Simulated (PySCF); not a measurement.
# C4H8N2Si2: what the fields show

The calculation's input:

```
{"job": {"kind": "nmr", "xc": "PBE0", "basis": "pcSseg-1"}, "charge": 0, "multiplicity": 1}
C     -1.543022    -0.970735    -0.833634
Si    -0.755159     0.290890     0.340359
C     -1.818748     0.462781     1.876308
N     -2.450692     0.548694     2.827320
C     -0.859628     1.994469    -0.433794
N     -0.909443     3.031292    -0.916715
C      1.035951    -0.067006     0.850226
Si     2.265186    -0.293240    -0.593873
H     -2.584739    -0.733982    -1.034089
H     -1.506863    -1.972269    -0.413908
H     -1.018334    -0.989176    -1.784885
H      1.391439     0.745601     1.485313
H      1.053983    -0.964375     1.470409
H      3.612672    -0.441677    -0.044302
H      1.893872    -1.503717    -1.331603
H      2.185924     0.871393    -1.474544
```

Run with:

```sh
OMP_NUM_THREADS=1 python probes_run.py task.json out
```

Geometry: GFN2-xTB.

Computed with PySCF, PBE0/pcSseg-1, SCF density, gas phase, non-relativistic.

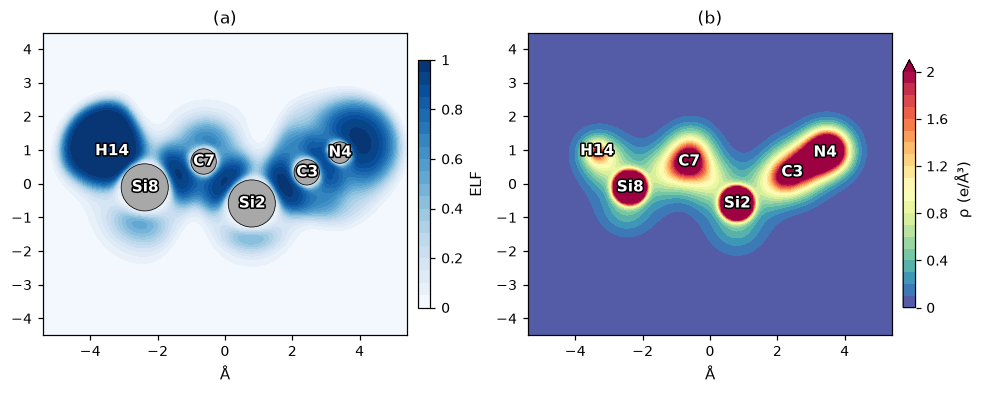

Figure 1. (a) electron localisation function; (b) total electron density on the plane of atoms C3, Si2 and C7. Grey discs cover the atomic cores in the ELF map.

Q: Describe what can be read from this map.

A: Atoms in the plane: Si, C, N and H.
C–N (1.15 Å): the density is about 3.6 e/Å³ at the midpoint; the ELF peaks at about 0.85 between the atoms (a short, multiple covalent bond).
C–Si (1.88 Å): ρ is about 0.89 e/Å³ halfway; the ELF peaks at about 1 between the atoms; localised, covalent bonding.
Si–H (1.46 Å): the density is about 0.81 e/Å³ at the midpoint; the ELF climbs to about 1 towards the hydrogen, as it does in any bond to H.
The ELF also peaks beside N4, away from the bonds: lone-pair regions.

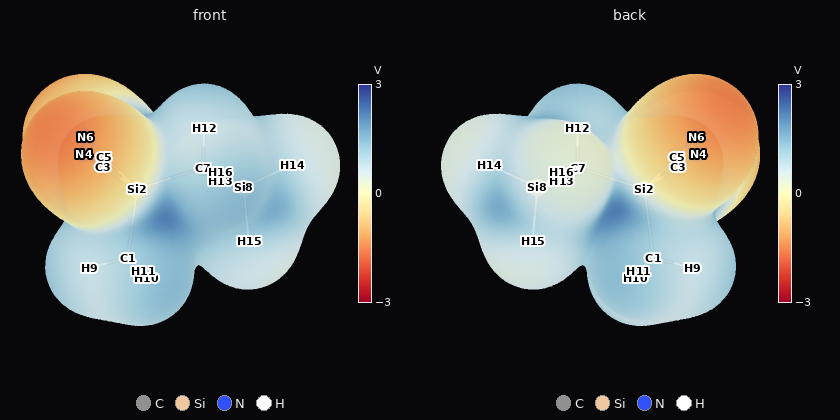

Figure 2. The electrostatic potential painted on the density surface at 0.002 e/bohr³, seen from the front and from behind; red is negative and blue positive.

Q: Which sites attract a positive test charge, and which a negative one?

A: A positive charge is drawn to the negative regions and a negative charge to the positive ones. The most negative region (about −1.6 V) lies over N4 and N6, the most positive (about +2.1 V) over Si2 and Si8.

Q: What dipole moment does the calculation give?

A: Its dipole moment is 5.10 D.
